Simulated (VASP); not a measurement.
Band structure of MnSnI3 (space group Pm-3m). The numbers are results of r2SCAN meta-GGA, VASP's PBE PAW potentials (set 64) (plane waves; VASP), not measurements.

The moments were started parallel, and other spin orders were not tried in this run.  Unless said otherwise, spin-orbit coupling is left out, though it shifts the bands of the heavy elements here.

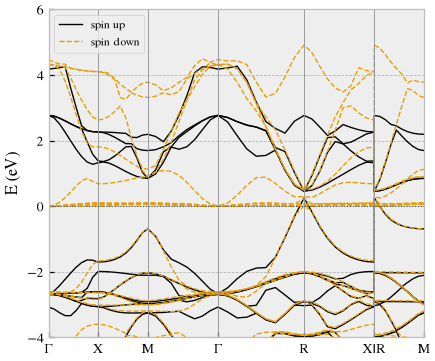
Figure. Bands along high-symmetry lines, zero at the valence-band maximum or, without a gap, the Fermi level

Problem. Read the plot: is there a gap, and where are the band edges?

Solution. It has no gap at this level: it comes out as a metal or semimetal.

The structure comes from a measured MnSnI3 entry (Pm-3m) of the Crystallography Open Database, whose conditions weren't checked. It was relaxed first, which changed the volume by -9 %.
